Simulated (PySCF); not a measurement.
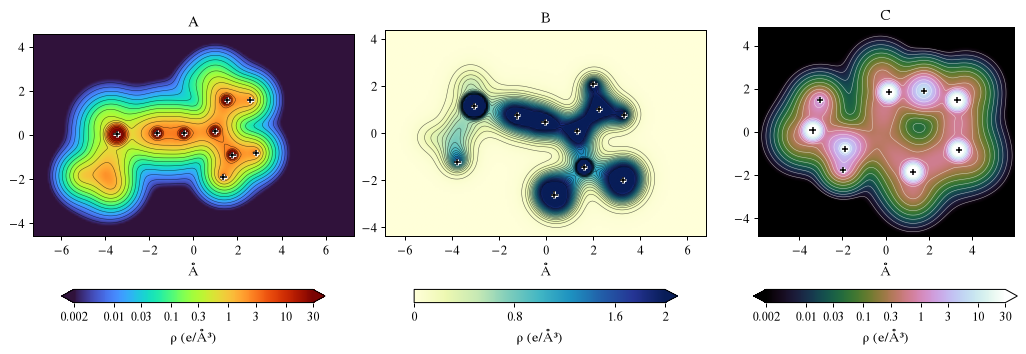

The total electron density of 3 systems, each on a plane through atoms (crosses mark nuclei in the plane).

These are results of PBE0/pcSseg-1, SCF density, gas phase, non-relativistic in PySCF 2.14.0, not measurements.

System 1: C5H7BCl2Si (SMILES C=C(C#C[SiH2]C)B(Cl)Cl), the plane of atoms H10, C1 and H11. Geometry: GFN2-xTB.

| atom | x (Å) | y (Å) | z (Å) |
| --- | --- | --- | --- |
| C | -2.7444 | -1.6348 | 0.7751 |
| C | -2.0761 | -0.4934 | 0.5334 |
| C | -0.6784 | -0.5368 | 0.2853 |
| C | 0.5105 | -0.5366 | 0.0661 |
| Si | 2.3289 | -0.5075 | -0.2725 |
| C | 2.9737 | 1.2167 | 0.1874 |
| B | -2.7677 | 0.9124 | 0.5103 |
| Cl | -4.4596 | 1.0649 | 0.7794 |
| Cl | -1.8484 | 2.3356 | 0.2172 |
| H | -3.8045 | -1.6267 | 0.9629 |
| H | -2.2459 | -2.5901 | 0.7893 |
| H | 2.5225 | -0.7738 | -1.7035 |
| H | 2.9652 | -1.5480 | 0.5460 |
| H | 2.8407 | 1.4198 | 1.2466 |
| H | 2.4438 | 1.9903 | -0.3618 |
| H | 4.0321 | 1.3168 | -0.0376 |

System 2: H13NOSi6, the plane of atoms Si6, Si7 and Si8. Geometry: GFN2-xTB.

```yaml
atoms:
  - { symbol: Si, position_ang: [3.7399, -0.4417, 0.3378] }
  - { symbol: N, position_ang: [2.3851, 0.4861, -0.2048] }
  - { symbol: Si, position_ang: [0.8044, -0.0261, -0.7462] }
  - { symbol: Si, position_ang: [-0.0247, -1.5935, 0.7239] }
  - { symbol: O, position_ang: [-1.6308, -1.5066, 0.4582] }
  - { symbol: Si, position_ang: [-3.1031, -0.8238, 0.3201] }
  - { symbol: Si, position_ang: [-2.8027, 1.2344, -0.6914] }
  - { symbol: Si, position_ang: [-0.5649, 1.8663, -0.9301] }
  - { symbol: H, position_ang: [3.1827, -1.5908, 1.0497] }
  - { symbol: H, position_ang: [4.5762, -0.8938, -0.7814] }
  - { symbol: H, position_ang: [4.5202, 0.4365, 1.2113] }
  - { symbol: H, position_ang: [2.6316, 1.4197, -0.4921] }
  - { symbol: H, position_ang: [0.9712, -0.6038, -2.1118] }
  - { symbol: H, position_ang: [0.2677, -3.0179, 0.5244] }
  - { symbol: H, position_ang: [0.1506, -1.3144, 2.1569] }
  - { symbol: H, position_ang: [-3.8542, -1.8338, -0.4317] }
  - { symbol: H, position_ang: [-3.6477, -0.7869, 1.6824] }
  - { symbol: H, position_ang: [-3.4660, 1.2316, -2.0093] }
  - { symbol: H, position_ang: [-3.5778, 2.2600, 0.0311] }
  - { symbol: H, position_ang: [-0.2230, 2.8704, 0.0995] }
  - { symbol: H, position_ang: [-0.3435, 2.6452, -2.1660] }
```

System 3: C6H10OSi (SMILES C=C(C#C[SiH2]C)CO), the plane of atoms C2, C1 and H10. Geometry: GFN2-xTB.

```yaml
atoms:
  - { symbol: C, position_ang: [-2.3350, -0.2894, 1.6112] }
  - { symbol: C, position_ang: [-1.8821, 0.0261, 0.4005] }
  - { symbol: C, position_ang: [-0.5123, -0.0789, 0.0558] }
  - { symbol: C, position_ang: [0.6379, -0.1225, -0.3184] }
  - { symbol: Si, position_ang: [2.4134, -0.2034, -0.8283] }
  - { symbol: C, position_ang: [3.4553, -0.5990, 0.7059] }
  - { symbol: C, position_ang: [-2.7700, 0.5219, -0.7202] }
  - { symbol: O, position_ang: [-2.3106, 1.7198, -1.2996] }
  - { symbol: H, position_ang: [-3.3780, -0.1980, 1.8612] }
  - { symbol: H, position_ang: [-1.6766, -0.6543, 2.3812] }
  - { symbol: H, position_ang: [2.7735, 1.1076, -1.3854] }
  - { symbol: H, position_ang: [2.5489, -1.2577, -1.8415] }
  - { symbol: H, position_ang: [4.5074, -0.6915, 0.4508] }
  - { symbol: H, position_ang: [3.3645, 0.1821, 1.4558] }
  - { symbol: H, position_ang: [3.1429, -1.5331, 1.1651] }
  - { symbol: H, position_ang: [-3.7739, 0.7314, -0.3444] }
  - { symbol: H, position_ang: [-2.8393, -0.2687, -1.4876] }
  - { symbol: H, position_ang: [-1.3749, 1.6139, -1.5137] }
```

**Match each panel to its system.**

Panel A is system 3, C6H10OSi: the plane holds C, Si and H. C–C (1.21 Å): ρ is about 2.7 e/Å³ halfway. Panel B is system 1, C5H7BCl2Si: the plane holds C, Si, B, Cl and H. C–C (1.21 Å): the density is about 2.7 e/Å³ at the midpoint. Panel C is system 2, H13NOSi6: the plane holds Si, N, O and H. Si–O (1.63 Å): the density is about 1.1 e/Å³ at the midpoint.
